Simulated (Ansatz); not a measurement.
# triplet C2H3Br: levels of theory compared

We compute a comparison of 3 runs (UPBE0/aug-cc-pVDZ, USVWN5/aug-cc-pVDZ, UCCSD(T)/aug-cc-pVDZ) of triplet C2H3Br. 

The calculation is run with Ansatz 0.2.0.

36 further runs of the same task are left out: 36 set aside as unsound or not needed.

## 1. Starting point

C2H3Br has 6 atoms, charge 0, and is taken as a triplet. SMILES of the parent species: `C=CBr`. Geometry: relaxed at PBE0-D4/def2-TZVP. That shape belongs to the parent species and isn't relaxed for this state.

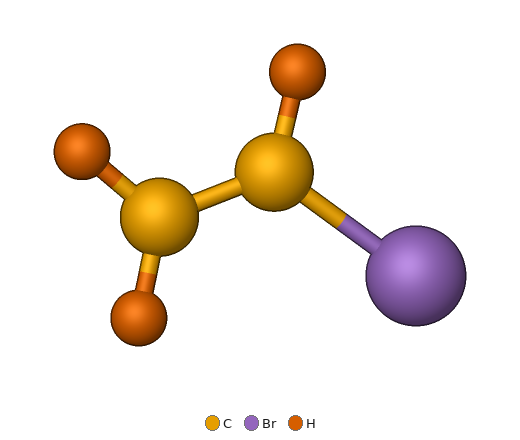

The structure, seen from a chosen angle (carbon amber, bromine purple, hydrogen orange).

## 2. The energy at UPBE0/aug-cc-pVDZ (run 1)

Contents of input.yaml:

```yaml
crystal:
  periodic: [false, false, false]
  atoms:
    - {symbol: C, position_ang: [-0.550460, 0.207600, -0.473000]}
    - {symbol: C, position_ang: [0.418150, 0.025740, 0.403150]}
    - {symbol: Br, position_ang: [1.201850, -1.649360, 0.746820]}
    - {symbol: H, position_ang: [-0.963860, -0.603240, -1.059290]}
    - {symbol: H, position_ang: [-0.955390, 1.202650, -0.619610]}
    - {symbol: H, position_ang: [0.849720, 0.816610, 1.001930]}
basis:
  gaussian: {orbitals: aug-cc-pVDZ}
magnetization: {spin_polarized: true, initial_magnetization: 2}
hamiltonian: {xc: pbe0}
accuracy: high
output: {orbitals: {seedname: orbitals}}
```

The run is started by

```
$ ansatz run input.yaml --threads 1 --pin off --max-ram 3480MiB --events-out events.jsonl --progress --plain --runs-dir runs
```

The program printed:

```text
Warning: RAYON_NUM_THREADS=1 ignored (pool sized by the plan → 1); use --threads N
Functional definition: PBE0
  name "PBE0"
  parameter a = 0.25
  parameter kappa = 0.804
  parameter beta = 0.06672455060314922
  exchange = (1 - a)*pbe_x(kappa = kappa, mu = beta*pi^2/3) + a*exact_x
  correlation = pbe_c(beta = beta)
2093 factors; integrals over basis functions are off by at most 4.3e-9 eV
mean field evaluation 1: about -72133.5181 eV, gradient 5.5e1 eV
mean field evaluation 2: about -72067.1499 eV, gradient 1.1e2 eV
mean field evaluation 4: about -72152.8189 eV, gradient 5.5e0 eV
mean field evaluation 8: about -72153.1154 eV, gradient 6.5e-1 eV
mean field evaluation 16: about -72153.1179 eV, gradient 4.5e-4 eV
mean field -72153.11789050 eV, -2651.5781753361 hartree, gradient 6.2e-8 eV, S^2 2.008897; 0 other end points of the search recorded, 0 dependent functions left out
reference -72153.11789515 eV, -2651.5781755068 hartree; 26, 24 occupied and 83, 85 virtual orbitals, 2093 factors
Total energy: -72153.11789515 eV, -2651.5781755068 hartree
```

It took 15 s on 1 thread of Arm Neoverse V2, shared host; peak memory 0.52 GiB.

## 3. A single-point energy at USVWN5/aug-cc-pVDZ (run 2)

Edit input.yaml of step 2 so:

```diff
@@ -10,6 +10,11 @@
 basis:
-  gaussian: {orbitals: aug-cc-pVDZ}
-magnetization: {spin_polarized: true, initial_magnetization: 2}
-hamiltonian: {xc: pbe0}
+  gaussian:
+    orbitals: aug-cc-pVDZ
+magnetization:
+  spin_polarized: true
+  initial_magnetization: 2
+hamiltonian:
+  xc: {name: SVWN5}
 accuracy: high
-output: {orbitals: {seedname: orbitals}}
+output:
+  orbitals: {seedname: orbitals}
```

The run is started by

```
$ ansatz run input.yaml --threads 1 --pin off --max-ram 3480MiB --events-out events.jsonl --progress --plain --runs-dir runs
```

The program printed:

```text
Warning: RAYON_NUM_THREADS=1 ignored (pool sized by the plan → 1); use --threads N
Functional definition: SVWN5
  name "SVWN5"
  exchange = slater_x
  correlation = vwn5_c
2093 factors; integrals over basis functions are off by at most 4.3e-9 eV
mean field evaluation 1: about -72015.4487 eV, gradient 7.3e1 eV
mean field evaluation 2: about -71706.8780 eV, gradient 1.6e2 eV
mean field evaluation 4: about -72041.4246 eV, gradient 2.2e1 eV
mean field evaluation 8: about -72046.8907 eV, gradient 3.6e-1 eV
mean field evaluation 16: about -72046.8941 eV, gradient 1.6e-4 eV
mean field evaluation 32: about -72046.7144 eV, gradient 1.3e0 eV
mean field -72046.89413993 eV, -2647.6745245037 hartree, gradient 9.7e-8 eV, S^2 2.003446; 5 other end points of the search recorded, 0 dependent functions left out
reference -72046.89414515 eV, -2647.6745246955 hartree; 26, 24 occupied and 83, 85 virtual orbitals, 2093 factors
Total energy: -72046.89414515 eV, -2647.6745246955 hartree
```

Run time: 9.3 s. Hardware: 1 thread of Arm Neoverse V2, shared host; peak memory 0.37 GiB.

## 4. A single-point energy at UCCSD(T)/aug-cc-pVDZ (run 3)

Edit input.yaml of step 3 so:

```diff
@@ -15,6 +15,7 @@
   initial_magnetization: 2
-hamiltonian:
-  xc: {name: SVWN5}
+correlation:
+  method: ccsd_t
+  frozen_orbitals: {Br: 9, C: 1, H: 0}
 accuracy: high
-output:
-  orbitals: {seedname: orbitals}
+scf:
+  omitted_lower_state_checks: [cluster_reference, increment]
```

The run is started by

```
$ ansatz run input.yaml --threads 1 --pin off --max-ram 3480MiB --events-out events.jsonl --progress --plain --runs-dir runs
```

The program printed (excerpt; [...] marks lines left out):

```text
Warning: RAYON_NUM_THREADS=1 ignored (pool sized by the plan → 1); use --threads N
Functional definition: HF
  name "HF"
[...]
2093 factors; integrals over basis functions are off by at most 4.3e-9 eV
[...]
mean field -72102.67666633 eV, -2649.7244945380 hartree, gradient 2.2e-8 eV, S^2 2.027962; 1 other end points of the search recorded, 0 dependent functions left out
11 core orbitals not correlated: weight in the atoms' cores, before any rotation towards them, 1.000 or more for the frozen orbitals, at most 0.000 for the correlated occupied ones
reference -72102.67666633 eV, -2649.7244945380 hartree; 15, 13 occupied and 83, 85 virtual orbitals, 2093 factors
second order -10.22034159 eV of doubles, -0.00000000 eV of singles
cycle   1  -10.91084765 eV  change   -6.9e-1 eV  update   8.6e-2
[...]
cycle  25  -11.33516464 eV  change    2.5e-9 eV  update   2.2e-9
perturbative correction -0.36247679 eV, -0.0133207763 hartree
Total energy: -72114.37430776 eV, -2650.1543749317 hartree
Checks for a lower state left out: cluster_reference, increment
```

It took 2.5 min on 1 thread of Arm Neoverse V2, shared host; peak memory 1.8 GiB.

## 5. All runs side by side

```tsv
run	level	frozen core orbitals	energy (Eh)	HOMO energy (eV)	⟨S²⟩	wall time
1	UPBE0/aug-cc-pVDZ	–	-2651.578176	-3.64	2.009	15 s
2	USVWN5/aug-cc-pVDZ	–	-2647.674525	-2.29	2.003	9.3 s
3	UCCSD(T)/aug-cc-pVDZ	11	-2650.154375	–	2.028	2.5 min
```

## 6. Outcome

| quantity | value |
| --- | --- |
| run 3: total energy | -2650.15437 Eh |
| run 3: correlation energy (11 core orbitals frozen) | -429.9 mEh |
| run 3: (T) correction | -13.32 mEh |
| run 3: ⟨S²⟩ of the reference determinant | 2.028 |
| run 3: T1 diagnostic | 0.022 |

Totals of different functionals can't be ranked against each other. All runs together took 2.9 min, the longest 2.5 min.
